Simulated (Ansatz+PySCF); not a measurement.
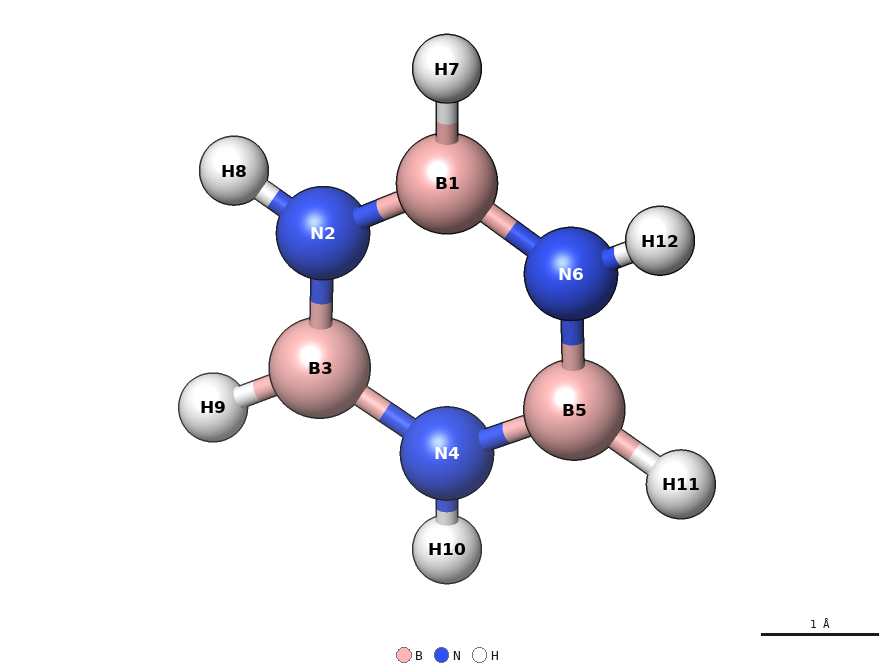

The species is neutral and a spin singlet. Geometry: a fixed input geometry, not necessarily a minimum. Basis: def2-SVP. Computed at fixed atoms with Ansatz. R, U and RO name restricted, unrestricted and restricted open-shell orbitals; core potentials come with def2 and Stuttgart sets past Kr, some runs use density fitting (about 1 meV), and each entry rests on the lowest determinant that the runs found.

```xyz
12
charge 0, multiplicity 1
B     1.3301    0.0000    0.0000
N     0.6476    1.1216    0.0000
B    -0.6650    1.1519    0.0000
N    -1.2951    0.0000    0.0000
B    -0.6650   -1.1519    0.0000
N     0.6476   -1.1216    0.0000
H     2.4432    0.0000    0.0000
H     1.1128    1.9274    0.0000
H    -1.2216    2.1158    0.0000
H    -2.2256    0.0000    0.0000
H    -1.2216   -2.1158    0.0000
H     1.1128   -1.9274    0.0000
```

Give total energies (hartree) and correlation energies for R-MP2 (6 frozen); RHF; U-MP2 (6 frozen); UHF.

```
          method  energy (Eh)  correlation (mEh)
             UHF    -240.8762                  –
             RHF    -240.8762                  –
R-MP2 (6 frozen)    -241.6026             -726.4
U-MP2 (6 frozen)    -241.6026             -726.4
```
